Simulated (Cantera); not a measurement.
Input: 1 mol HMDSO, 8.2 mol N2O, 37 mol H2, equilibrated at 15.0 Pa.

These are equilibrium values from Cantera (NASA tables, ideal gas, pure condensed phases), not measurements of a reactor. Candidate condensed phases: C, C6H6, C7H8, C8H18, H2O, Si, SiC, SiO2, Si2N2O, Si3N4; 151 gas species. The feed counts by its element totals alone. Mutual solubility and eutectic melting of coexisting phases are not modelled. The tables hold silica as quartz up to 1696 K and as liquid above; real silica turns to tridymite and cristobalite and melts near 1996 K. Kinetics and transport are ignored.

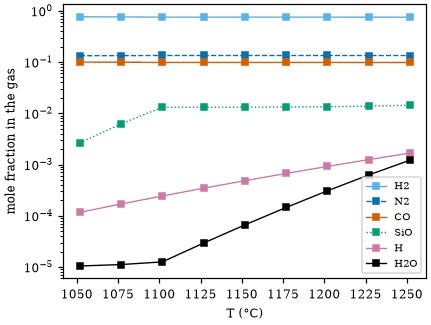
Figure. Equilibrium gas composition (values under 1e-9 drawn at 1e-9)

From 1052 °C to 1077 °C the condensed part is SiO2(β-quartz) + Si2N2O(s). From 1102 °C to 1252 °C the condensed part is SiO2(β-quartz). The main Si-bearing gas is SiO throughout. The share of Si in condensed phases is highest at 1052 °C (92.0 %) and lowest at 1252 °C (56.1 %).
